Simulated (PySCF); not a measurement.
```csv
atom,x (Å),y (Å),z (Å)
C,-2.3157,-0.0164,-1.1731
C,-1.3303,-0.0797,0.0002
C,-2.0001,-0.7446,1.2073
C,-0.8723,1.3285,0.3718
N,-0.1463,-0.8686,-0.3266
P,1.0176,-0.2597,-1.4497
C,2.4302,-1.2997,-0.9854
C,2.5136,-0.1619,-0.3313
Si,3.4732,0.8008,0.9454
H,-1.8282,0.4332,-2.0369
H,-2.6478,-1.0167,-1.4462
H,-3.1872,0.5786,-0.9112
H,-2.3365,-1.7479,0.9526
H,-2.8604,-0.1642,1.5303
H,-1.2933,-0.8161,2.0303
H,-0.4262,1.8148,-0.4948
H,-0.1259,1.2762,1.1608
H,-1.7144,1.9244,0.7142
H,-0.4099,-1.8267,-0.5395
H,2.9081,-2.2416,-1.1496
H,4.7021,1.2783,0.3081
H,3.7810,-0.0934,2.0649
H,2.6641,1.9293,1.4101
```

Geometry: GFN2-xTB.

These are results of PBE0/pcSseg-1, SCF density, gas phase, non-relativistic (PySCF), not measurements.

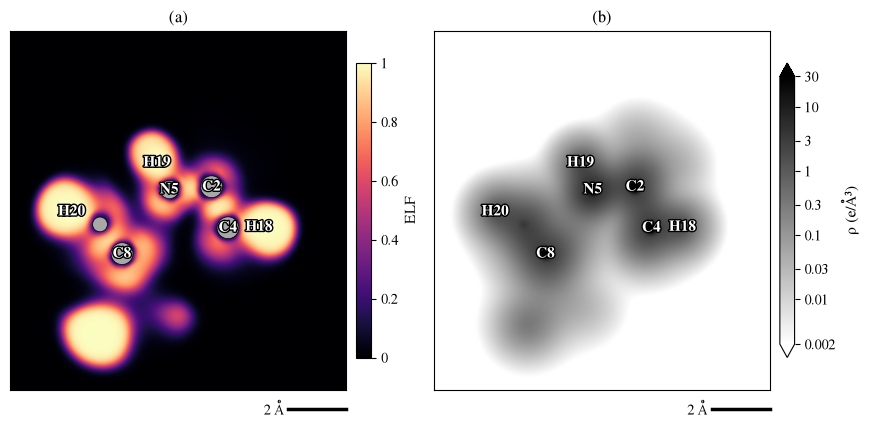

C₆H₁₄NPSi (SMILES CC(C)(C)NP1C=C1[SiH3]). (a) ELF; (b) total electron density on the plane of atoms C2, N5 and H19. Grey discs cover the atomic cores in the ELF map.

Q: Read the bonding off the picture.

A: Atoms in the plane: C, N and H.
C–N (1.46 Å): the density is about 1.9 e/Å³ at the midpoint; the ELF peaks at about 0.90 between the atoms (localised, covalent bonding).
N–H (1.02 Å): the density is about 2.8 e/Å³ at the midpoint; the ELF climbs to about 1 towards the hydrogen, as it does in any bond to H: an ordinary covalent bond to hydrogen.
